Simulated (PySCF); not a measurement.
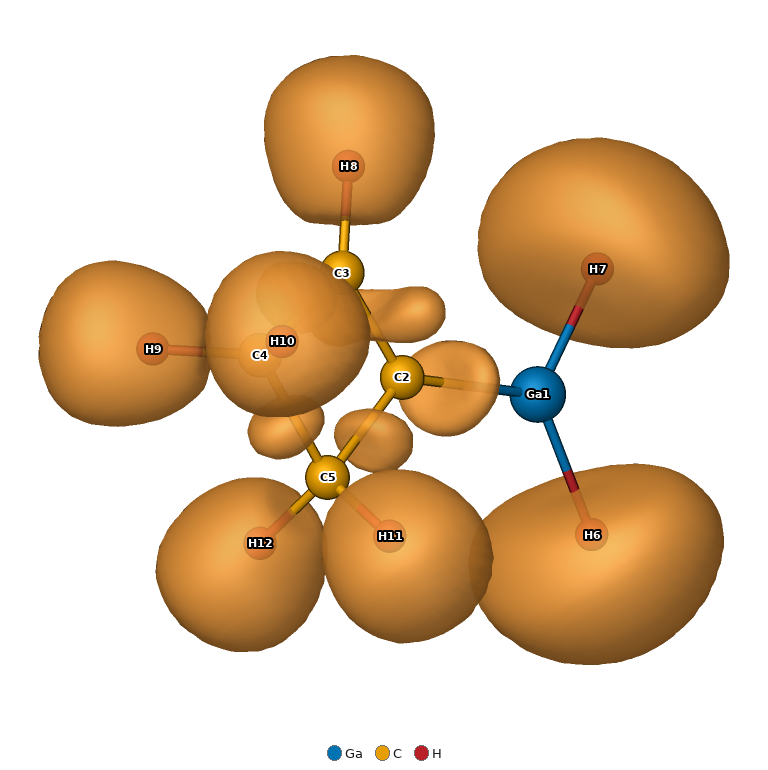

Figure. C₄H₇Ga (SMILES [GaH2][C]1=CCC1). Isosurface of the electron localisation function at 0.85 (orange), seen at an oblique angle. Only the valence region is drawn (cores and ρ < 0.01 e/Å³ removed).

Geometry: GFN2-xTB.

Level of theory: PySCF, CAM-B3LYP/def2-SVPD, SCF density, gas phase.

```yaml
atoms:
  - { symbol: Ga, position_ang: [2.3021, -0.6961, -0.0913] }
  - { symbol: C, position_ang: [0.3864, -0.1596, 0.0633] }
  - { symbol: C, position_ang: [-0.5616, -0.3690, 0.9944] }
  - { symbol: C, position_ang: [-1.6325, 0.3812, 0.2623] }
  - { symbol: C, position_ang: [-0.5634, 0.6385, -0.8256] }
  - { symbol: H, position_ang: [3.1823, -0.3026, -1.3440] }
  - { symbol: H, position_ang: [3.0283, -1.5374, 1.0303] }
  - { symbol: H, position_ang: [-0.5828, -0.8869, 1.9402] }
  - { symbol: H, position_ang: [-2.0000, 1.2758, 0.7647] }
  - { symbol: H, position_ang: [-2.4826, -0.2190, -0.0615] }
  - { symbol: H, position_ang: [-0.7785, 0.1887, -1.7947] }
  - { symbol: H, position_ang: [-0.2964, 1.6858, -0.9643] }
```

Describe the localisation domains.

At this value the surface marks out four regions between bonded C–C atoms (shared pairs), seven regions around hydrogen nuclei and one lobe of the valence shell of C pointing towards Ga (polar bonds). Along the contacts the grid gives the following. C–C (1.35 Å): the ELF peaks at about 0.90 between the atoms; a short, multiple covalent bond. C–Ga (2.00 Å): the ELF peaks at about 0.95 in the valence shell of C, 0.7 Å from its nucleus, and is about 0.60 at the midpoint.
